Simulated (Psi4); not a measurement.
# CH4F2Si (SMILES C[SiH](F)F): TPSS/cc-pVDZ

What is the energy change on altering one bond length of CH4F2Si at TPSS/cc-pVDZ? 

Program for the calculation: Psi4 1.11.

1 further run of the same task is left out (set aside as unsound or not needed).

## (1) Starting point

CH4F2Si has 8 atoms, charge 0, and is taken as a singlet. SMILES: `C[SiH](F)F`. The coordinates come from a PBE0-D4/def2-TZVP relaxation.

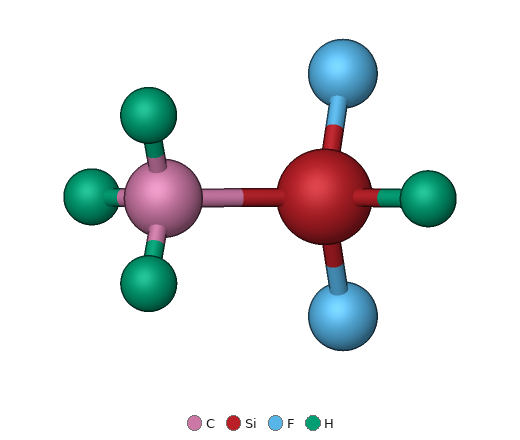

The structure, seen from a chosen angle (carbon pink, silicon red, fluorine blue, hydrogen teal).

## (2) A single-point energy at TPSS/cc-pVDZ

File input.in:

```
memory 2200 MB

molecule {
  0 1
  C     -0.387100     0.881700    -0.174700
  Si     0.329300    -0.775200     0.180600
  F      1.916300    -0.678300     0.226700
  F     -0.035400    -1.783900    -0.994000
  H     -0.013400     1.269000    -1.125400
  H     -0.122700     1.591000     0.613300
  H     -1.476800     0.824400    -0.231400
  H     -0.118100    -1.385700     1.449000
  symmetry c1
}

set {
  basis cc-pVDZ
  puream true
  e_convergence 1e-09
  d_convergence 1e-08
  scf_type pk
  dft_radial_points 99
  dft_spherical_points 590
}

e, wfn = energy('tpss', return_wfn=True)
oeprop(wfn, 'DIPOLE', 'WIBERG_LOWDIN_INDICES', 'LOWDIN_CHARGES')
print_variables()
```

Run with:

```console
psi4 -n 1 input.in input.out
```

input.out:

```text
[...]
  Running in c1 symmetry.
[...]
  Nuclear repulsion =  183.047944540804366
[...]
  Multiplicity = 1
[...]
  Nalpha       = 21
  Nbeta        = 21
[...]
    Number of basis functions: 80
[...]
   @RKS iter   1:  -529.55268431589616   -2.06420e-01   1.02647e-02 DIIS/ADIIS
[...]
   @RKS iter  12:  -529.85866713576183   -4.54747e-13   8.74484e-10 DIIS
[...]
    Orbital Energies [Eh]
    ---------------------
    Doubly Occupied:
       1A    -65.764839     2A    -24.418814     3A    -24.418805
       4A    -10.001928     5A     -5.181657     6A     -3.560076
       7A     -3.557237     8A     -3.553419     9A     -1.123801
      10A     -1.105249    11A     -0.668911    12A     -0.504015
      13A     -0.430683    14A     -0.420895    15A     -0.401963
      16A     -0.385228    17A     -0.375615    18A     -0.360983
      19A     -0.349585    20A     -0.347529    21A     -0.290568
[...]
  @RKS Final Energy:  -529.85866713576183
   => Energetics <=
    Nuclear Repulsion Energy =            183.0479445408043659
    One-Electron Energy =               -1097.9400906242931342
    Two-Electron Energy =                 433.9990315182136555
    DFT Exchange-Correlation Energy =     -48.9655525704867216
    Empirical Dispersion Energy =           0.0000000000000000
    VV10 Nonlocal Energy =                  0.0000000000000000
    Total Energy =                       -529.8586671357618343
[...]
 Multipole Moments:
 ------------------------------------------------------------------------------------
     Multipole            Electronic (a.u.)      Nuclear  (a.u.)        Total (a.u.)
 ------------------------------------------------------------------------------------
 L = 1.  Multiply by 2.5417464519 to convert [e a0] to [Debye]
 Dipole X            :          3.7984371           -4.2762117           -0.4777745
 Dipole Y            :         -5.1464099            5.7380870            0.5916772
 Dipole Z            :         -1.4119570            1.6399405            0.2279835
 Magnitude           :                                                    0.7939313
[...]
```

Run time: 30 s. Hardware: 1 thread of Intel Xeon 6975P-C (Granite Rapids), shared host; peak memory 1.5 GiB.

## (3) The distorted shape, same level

File calc.in:

```
memory 2.2 GB

molecule geom {
  0 1
  C
  Si 1 2.3917
  F 2 1.590624 1 109.83062
  F 2 1.59065 3 106.78544 1 119.04074
  H 1 1.092467 2 110.74068 3 58.64165
  H 1 1.092684 5 108.34116 2 121.40468
  H 1 1.092678 5 108.33495 6 117.19376
  H 2 1.477063 3 107.60779 4 115.29635
  symmetry c1
  no_reorient
  no_com
}

set globals {
  basis                cc-pVDZ
  puream               true
  e_convergence        1e-09
  d_convergence        1e-08
  scf_type             pk
  dft_radial_points    99
  dft_spherical_points 590
}

energy_value, wavefunction = energy("tpss", return_wfn=True)
oeprop(wavefunction, "DIPOLE", "QUADRUPOLE", "LOWDIN_CHARGES", title="TPSS")
```

Run with:

```console
psi4 calc.in calc.out -n 1
```

calc.out:

```text
[...]
  Running in c1 symmetry.
[...]
  Nuclear repulsion =  171.564842252328532
[...]
  Multiplicity = 1
[...]
  Nalpha       = 21
  Nbeta        = 21
[...]
    Number of basis functions: 80
[...]
   @RKS iter   1:  -529.48276410888991   -4.09282e-01   1.02492e-02 DIIS/ADIIS
[...]
   @RKS iter  11:  -529.81250533936930   -1.13687e-12   5.41914e-09 DIIS
[...]
    Orbital Energies [Eh]
    ---------------------
    Doubly Occupied:
       1A    -65.793409     2A    -24.432490     3A    -24.432482
       4A    -10.016696     5A     -5.205305     6A     -3.583606
       7A     -3.581030     8A     -3.577880     9A     -1.135984
      10A     -1.117514    11A     -0.631052    12A     -0.516716
      13A     -0.439335    14A     -0.425700    15A     -0.407411
      16A     -0.375818    17A     -0.366079    18A     -0.360671
      19A     -0.357512    20A     -0.352509    21A     -0.259308
[...]
  @RKS Final Energy:  -529.81250533936930
   => Energetics <=
    Nuclear Repulsion Energy =            171.5648422523285319
    One-Electron Energy =               -1074.6708344485132329
    Two-Electron Energy =                 422.1334071370410470
    DFT Exchange-Correlation Energy =     -48.8399202802256127
    Empirical Dispersion Energy =           0.0000000000000000
    VV10 Nonlocal Energy =                  0.0000000000000000
    Total Energy =                       -529.8125053393692951
[...]
 Multipole Moments:
 ------------------------------------------------------------------------------------
     Multipole            Electronic (a.u.)      Nuclear  (a.u.)        Total (a.u.)
 ------------------------------------------------------------------------------------
 L = 1.  Multiply by 2.5417464519 to convert [e a0] to [Debye]
 Dipole X            :         -2.5156249            2.8864173            0.3707925
 Dipole Y            :         -1.5368841            1.7634121            0.2265280
 Dipole Z            :          7.5233819           -7.8777680           -0.3543861
 Magnitude           :                                                    0.5607063
 L = 2.  Multiply by 1.3450342976 to convert [e a0^2] to [Debye ang]
 Quadrupole XX       :        -79.9505244           57.4647622          -22.4857623
 Quadrupole XY       :         33.2191616          -32.3414444            0.8777172
[...]
```

Run time: 27 s. Hardware: 1 thread of Intel Xeon 6975P-C (Granite Rapids), shared host; peak memory 1.4 GiB.

## (4) Outcome

Level: TPSS/cc-pVDZ.

| quantity | value |
| --- | --- |
| first shape: total energy | -529.85867 Eh |
| first shape: dipole moment | 2.02 D |
| first shape: HOMO energy | -7.91 eV |
| first shape: LUMO energy | 0.86 eV |
| first shape: HOMO–LUMO gap | 8.77 eV |
| distorted shape: total energy | -529.81251 Eh |
| distorted shape: dipole moment | 1.43 D |
| distorted shape: HOMO energy | -7.06 eV |
| distorted shape: LUMO energy | -0.66 eV |
| distorted shape: HOMO–LUMO gap | 6.39 eV |
| energy change with the C1–Si2 bond stretched from 1.840 to 2.392 Å | 1.256 eV |

**Reading.** With the C1–Si2 bond stretched from 1.840 to 2.392 Å the energy rises by 1.26 eV (29 kcal/mol). The first shape isn't relaxed at this level, so the change isn't measured from a minimum.
